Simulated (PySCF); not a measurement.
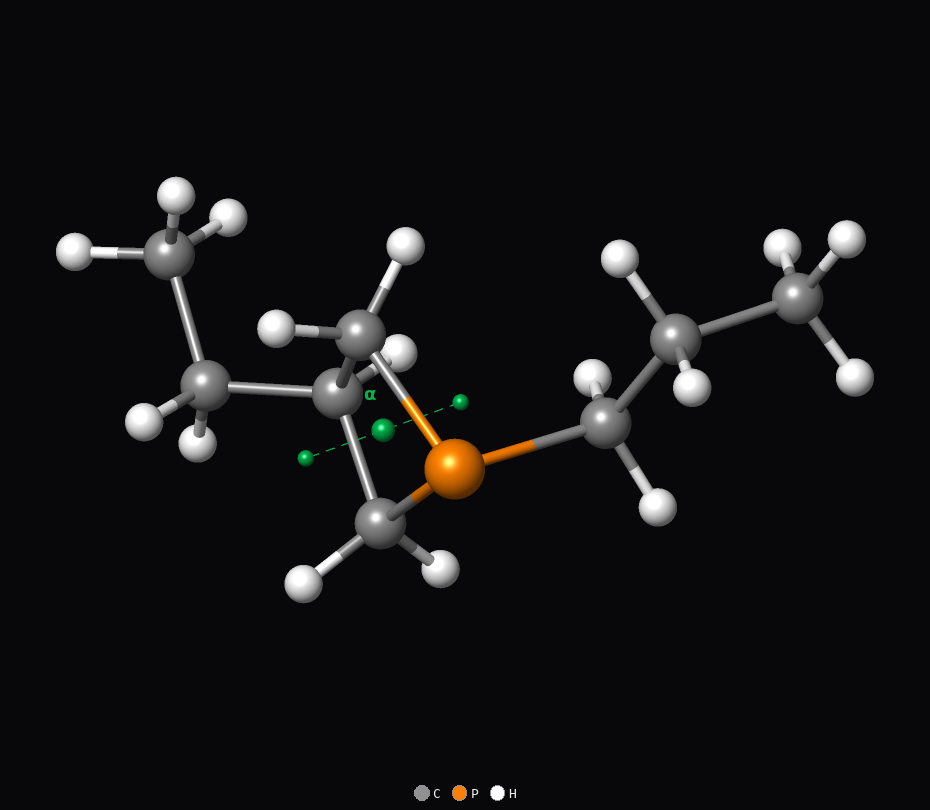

The small points mark where nucleus-independent chemical shifts (NICS) were computed: at the centre of each lettered ring and 1 Å above and below it. The geometry was computed by an optimisation with GFN2-xTB. No frequency run is at hand to confirm it as a minimum. Level of theory: GIAO PBE0/pcSseg-1 NMR shielding, non-relativistic, gas phase (PySCF 2.14.0).

Give NICS(0), NICS(1) and the out-of-plane component NICS(1)zz for each ring (means of the two sides).

| ring | members | NICS(0) | NICS(1) | NICS(1)zz |
| --- | --- | --- | --- | --- |
| α | C3P | 2.0 | 0.2 | 6.6 |

Values in ppm.

The geometry is semi-empirical. Around P such bond lengths and angles can be off by a tenth of an ångström or more and by several degrees, and values that hang on the shape move with them.
